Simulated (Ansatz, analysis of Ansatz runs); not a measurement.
# A hop of O in TiO2 (Pbcn), charge +2, part 2 of 4

How high is the barrier when O changes place in TiO2 (Pbcn)? The case: V_O hop (2.6 Å), charge +2, in a cell of 96 host atoms with 1 O taken out.

Ansatz 0.2.0; plane-wave PAW DFT, PBEsol; nudged elastic band between two relaxed defect structures at fixed charge in a uniform background.

So far: Starting point; Relaxation of the start point, charge +2.

**3. Relaxation of the end point, charge +2**

Level of this step: plane-wave PAW DFT, PBEsol; relaxation of all atoms of a defect supercell at fixed charge in a uniform background (Ansatz).

The end point is relaxed in the same cell and settings, so that the two energies compare. Atoms more than 3.2 Å from the middle of the hop start where the first relaxation left them, the nearer ones on or close to their ideal places, with small random displacements.

Input file qp2.end/input.yaml:

```yaml
crystal:
  lattice:
    - [9.07556403, 0.0, 0.0]
    - [0.0, 10.98982655, 0.0]
    - [0.0, 0.0, 9.75788854]
  atoms:
    - { symbol: Ti, position: [0.25362632, 0.33882175, 0.37548813] }
    - { symbol: Ti, position: [0.00355573, 0.41234057, 0.12830758] }
[... 16 atom lines left out ...]
    - { symbol: O, position: [0.38578314, 0.44089157, 0.79060294] }
[... 19 atom lines left out ...]
    - { symbol: Ti, position: [0.25, 0.66243739, 0.625] }
[... 1 atom line left out ...]
    - { symbol: O, position: [0.36421686, 0.80910843, 0.54060295] }
[... 3 atom lines left out ...]
    - { symbol: O, position: [0.36421686, 0.69089157, 0.79060294] }
[... 7 atom lines left out ...]
    - { symbol: O, position: [0.61421686, 0.44089157, 0.45939706] }
[... 7 atom lines left out ...]
    - { symbol: Ti, position: [0.5, 0.41243739, 0.625] }
[... 13 atom lines left out ...]
    - { symbol: Ti, position: [0.5, 0.58756261, 0.375] }
[... 7 atom lines left out ...]
    - { symbol: O, position: [0.63578314, 0.69089157, 0.45939706] }
[... 2 atom lines left out ...]
    - { symbol: Ti, position: [0.75, 0.66243739, 0.625] }
    - { symbol: Ti, position: [0.5, 0.58756261, 0.875] }
[... 3 atom lines left out ...]
    - { symbol: O, position: [0.63578314, 0.80910843, 0.70939706] }
[... 1 atom line left out ...]
    - { symbol: O, position: [0.385725, 0.559138, 0.540675] }
[... 1 atom line left out ...]
    - { symbol: O, position: [0.63478556, 0.68969141, 0.95591051] }
total_charge: 2
basis:
  ecutwfc: 420
  xc_grid: 2
hamiltonian:
  xc: pbesol
kpoints:
  mp_grid: { grid: [1, 1, 1], shift: [0.25, 0.25, 0.25] }
scf:
  occupations: { method: fixed }
  max_iter: 150
output:
  forces: true
relax:
  f_tol: 0.02
  max_steps: 70
  random_displacement: { amplitude: 0.01, seed: 1662 }
```

Launch:

```bash
$ ansatz run input.yaml --threads 32 --pin off --max-ram 84787MiB --backend cuda --events-out ev --progress --plain --runs-dir out --max-vram 78GiB
```

Numbers of over 12 decimals in the logs are rounded to 6 here.

The log of the run:

```text
[...]
Crystal: 95 atoms, lattice volume = 973.241 Å³
Basis set: ecut = 420 eV, 19047 PW (Γ), exchange–correlation on 128×150×144 points (8 copies of the dense FFT grid, shifted against one another)
Bands: 475, of which v1, the nominal top of the filled ones, is band 380 counted from 1 (379 counted from 0)
Symmetry: 1 space group operations
k-points: 1
[...]
SCF iter   1: F=—  HF=-114651.650775 eV  |F-HF|=—  |Δ(HF+E_count)|=         —  Δρ=1.98e-2  dr2=4.99e0  ethr=1.77e-3  ⟨swp⟩=5.0  Hψ=1446  notcnv=0  defer=92
[...]
SCF iter   2: F=—  HF=-114650.972086 eV  |F-HF|=—  |Δ(HF+E_count)|=   6.79e-1  Δρ=1.01e-2  dr2=1.30e0  ethr=6.56e-4  ⟨swp⟩=3.0  Hψ=703  notcnv=0  defer=93
[...]
SCF iter  10: F=-114650.728080 eV  HF=-114650.728082 eV  |F-HF|=1.55e-6  |Δ(HF+E_count)|=   2.95e-6  Δρ=1.94e-5  dr2=4.36e-6  ethr=1.32e-9  ⟨swp⟩=3.0  Hψ=1239  notcnv=0
[...]
- { symbol: O, position: [0.386168, 0.940092, 0.789338] }
    - { symbol: O, position: [0.137380, 0.807777, 0.709381] }
    - { symbol: O, position: [0.365217, 0.689122, 0.793557] }
    - { symbol: O, position: [0.115865, 0.558126, 0.710397] }
    - { symbol: O, position: [0.133948, 0.690635, 0.961459] }
    - { symbol: Ti, position: [0.752731, 0.338155, 0.377965] }
    - { symbol: Ti, position: [0.499215, 0.407660, 0.132716] }
    - { symbol: Ti, position: [0.747974, 0.162675, 0.126457] }
    - { symbol: Ti, position: [0.498936, 0.088326, 0.374488] }
    - { symbol: O, position: [0.862297, 0.308509, 0.040502] }
[...]
- { symbol: Ti, position: [0.745645, 0.338745, 0.874454] }
[...]
- { symbol: Ti, position: [0.748584, 0.835524, 0.876646] }
    - { symbol: Ti, position: [0.502472, 0.911979, 0.625823] }
    - { symbol: Ti, position: [0.777942, 0.690902, 0.608973] }
    - { symbol: Ti, position: [0.480702, 0.585406, 0.901247] }
[...]
- { symbol: O, position: [0.861156, 0.686493, 0.788136] }
    - { symbol: O, position: [0.398703, 0.557328, 0.551557] }
    - { symbol: O, position: [0.887338, 0.559612, 0.541208] }
    - { symbol: O, position: [0.634556, 0.687954, 0.958129] }
[key lines of the parts left out:]
SCF converged after 7 iterations
```

Elapsed: 5.5 s, on 1 × NVIDIA GB200 with 32 threads of Arm Neoverse V2, shared host; peak memory 1.4 GiB.

Step by step:

```tsv
step	energy less that of the first step (eV)	largest force component (eV/Å)
1	0.0000	3.4723
2	-2.4184	1.7647
3	-3.2974	0.5513
4	-3.4230	0.1113
5	-3.4267	0.0362
6	-3.4272	0.0115
```

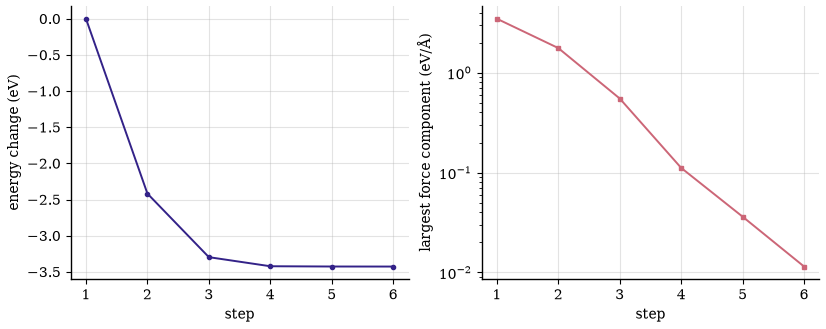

Energy and largest force along the relaxation.

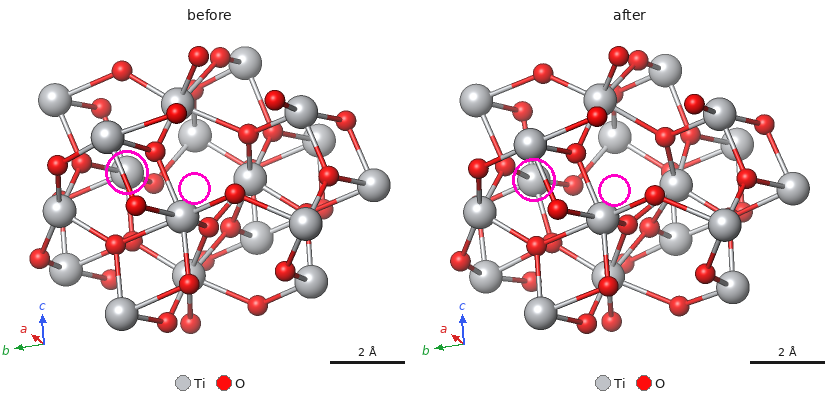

Before and after: the atoms that start within 5 Å of the centre. Ti86, which moves most, is ringed if it is among them. A ring with no atom in it marks the empty centre.

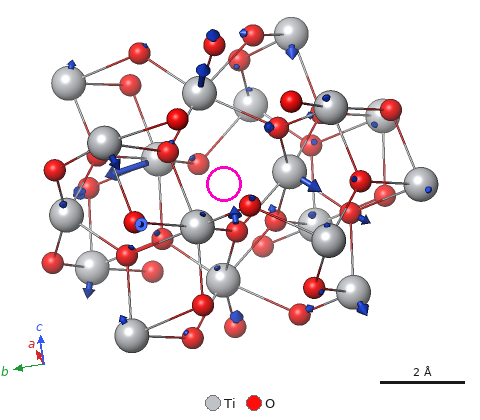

Displacements in the relaxation from the typed sites near the centre, exaggerated; the longest in the cell stands for 0.43 Å. A ring marks the centre wherever it is empty.

The atoms that moved most (Å, from the sites as typed, ahead of the random displacement):

```tsv
atom	dx	dy	dz	length
Ti86	0.253	0.314	-0.157	0.432
Ti87	-0.176	-0.023	0.255	0.311
Ti38	0.205	-0.001	0.124	0.240
Ti61	-0.112	-0.135	-0.095	0.200
Ti74	-0.112	-0.122	0.084	0.186
Ti27	-0.110	0.121	0.084	0.184
O93	0.117	-0.019	0.106	0.159
O44	0.107	-0.074	-0.079	0.152
```

Neighbours of O93 at the end:

```tsv
atom	distance (Å)
Ti39	1.898
Ti75	1.978
Ti61	2.007
O53	2.490
O19	2.622
O41	2.761
O83	2.782
O45	2.787
O7	2.826
O17	2.841
```

Numbers from this step:

* free energy: -114654.1553 eV
* r.m.s. move of the farther half of the atoms: 0.04457 Å
* largest move from the ideal geometry of this structure, a common shift of the far atoms taken out: 0.4340 Å

The relaxation gained 3.427 eV and ended with a largest force component of 0.011 eV/Å. The end lies 0.004 eV above the start.

(Part 2 of 4 ends here.)

[Logs are printed without paths, hosts, clocks, repeated set-up lines and the standing remarks that a program may print on its own settings, such as how far it seeks lower states.]

[Hosts, paths, dates, database ids (printed as entryN), source tags and the programs' standing remarks are cut or masked in the printed files.]
